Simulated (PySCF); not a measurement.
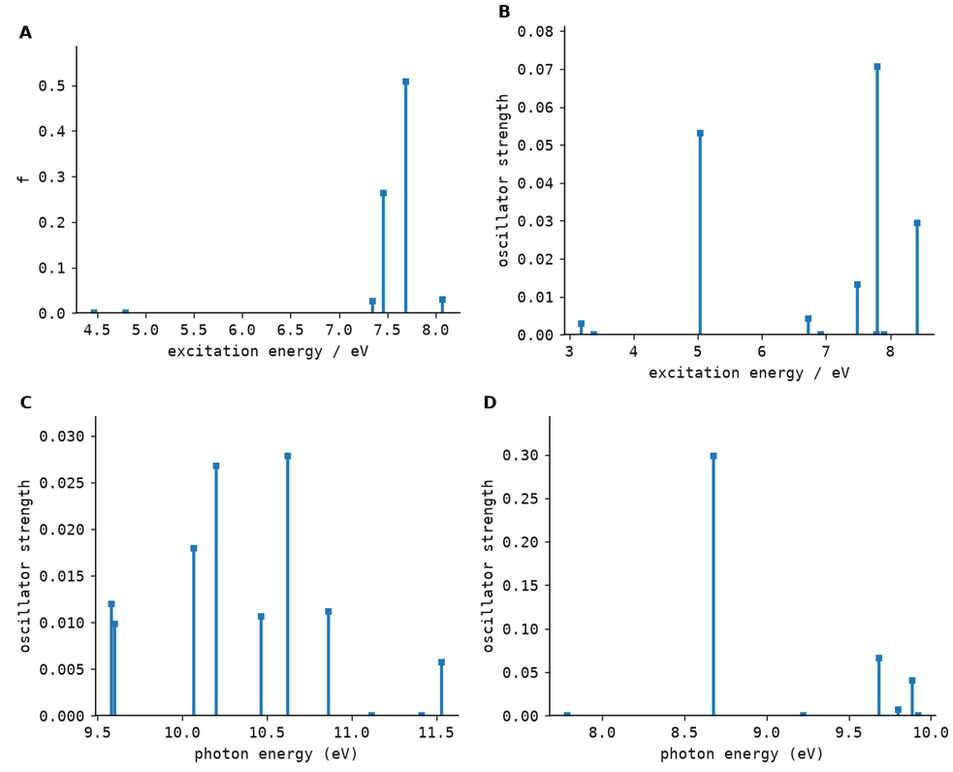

Vertical TDDFT excitations, ωB97X-D/aug-cc-pVTZ with PySCF, at a PBE0-D3(BJ)/def2-TZVP geometry (no frequency check), gas phase. Each panel shows the lowest singlet states that were computed.

Assign the panels.
1. CHP (phosphaethyne), SMILES C#P
2. SeO₂ (selenium dioxide), SMILES O=[Se]=O
3. GeH₃F (monofluorogermane), SMILES [F][GeH3], singlet
4. C₂H₂F₄ (1,1,1,2-tetrafluoroethane), SMILES FCC(F)(F)F

A: 1 (S1 at 4.46 eV, brightest at 7.69 eV)
B: 2 (S1 at 3.18 eV, brightest at 7.80 eV)
C: 4 (S1 at 9.58 eV, brightest at 10.62 eV)
D: 3 (S1 at 7.78 eV, brightest at 8.68 eV)

Limits of at least one run: core orbitals are frozen in the response; spin-orbit coupling is left out, and with Se it can shift these levels and split any degenerate set.
